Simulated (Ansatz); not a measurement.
FH$_{5}$W

```xyz
7

W    -0.0278    0.1939    0.3994
F     0.6975    0.3552    2.0915
H     1.3126   -0.7325    0.0993
H    -0.1424    1.6788   -0.4306
H    -1.5356   -0.6019    0.3858
H    -0.1486   -1.2100   -0.5302
H     0.7840    0.3164   -1.0756
```

Core potentials replace the inner electrons of W.

Theory: RKS LDA/def2-SVP (Ansatz).

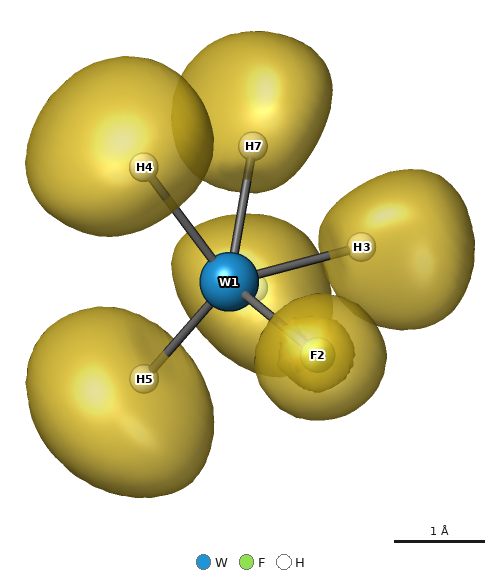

Figure 1. Isosurface of the ELF at 0.8 (yellow), seen at an oblique angle. Only the valence region is drawn (cores and ρ < 0.01 e/Å³ removed).

Q: Describe the localisation domains.

A: The ELF exceeds this value in five regions around hydrogen nuclei and one region wrapped around F (its valence shell). Along the contacts the grid gives the following. W–F (1.85 Å): the ELF peaks at about 0.80 in the valence shell of F, 0.5 Å from its nucleus, and drops to about 0.20 between the two atoms. W–H (1.66 Å): the ELF climbs to about 1 towards the hydrogen.

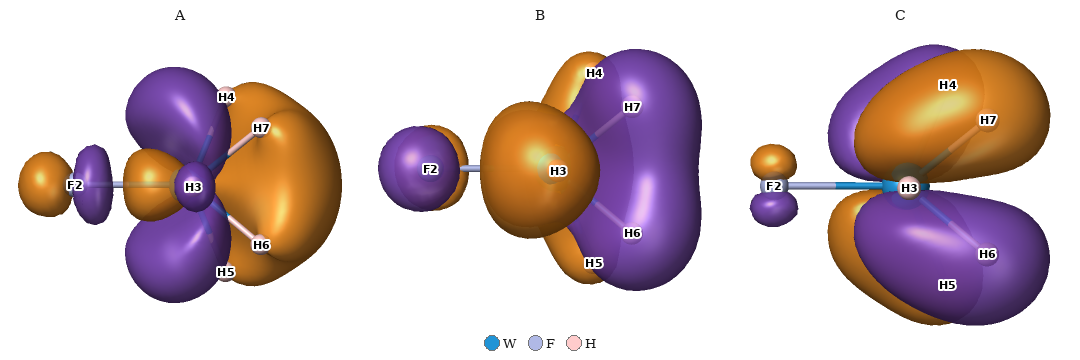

Figure 2. Three frontier orbitals at ±0.1 Å⁻³ᐟ² (orange and purple are the two phases), in no order.

Q: Order the three orbitals by energy and name them.

A: C is the HOMO−1 (−7.63 eV). It lies mainly on W1 (about 55 %), H6 (about 15 %) and H7 (about 15 %). B is the HOMO (−6.92 eV). Its weight (Hirshfeld) is mainly on W1 (about 50 %), H3 (about 10 %), H6 (about 10 %), H7 (about 10 %) and F2 (about 10 %). A is the LUMO (−3.91 eV). By Hirshfeld shares it lies mainly on W1 (about 70 %), F2 (about 5 %), H4 (about 5 %) and H5 (about 5 %).

Q: What is the HOMO–LUMO gap?

A: 3.01 eV between the orbital energies.

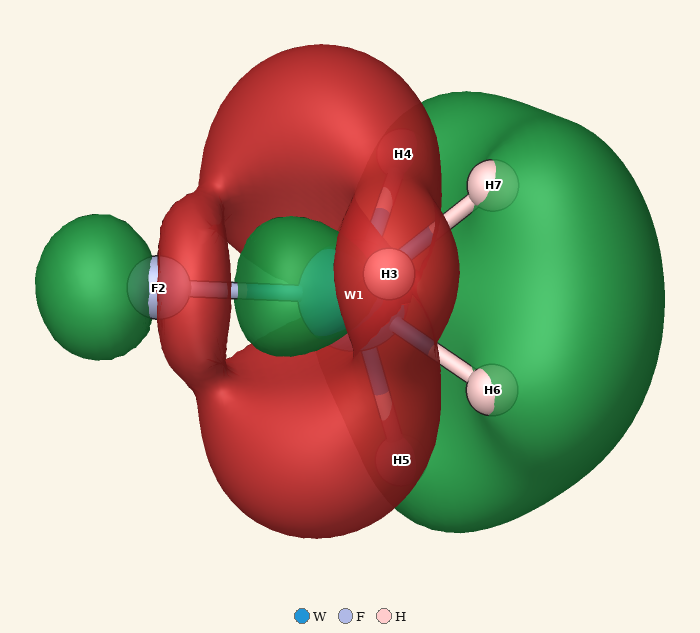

Figure 3. One frontier orbital at ±0.06 Å⁻³ᐟ² (green and red are the two phases), seen across its widest extent.

Q: Which orbital is it: HOMO or LUMO?

A: The LUMO, at −3.91 eV. By Hirshfeld shares it lies mainly on W1 (about 70 %), F2 (about 5 %), H4 (about 5 %) and H5 (about 5 %).
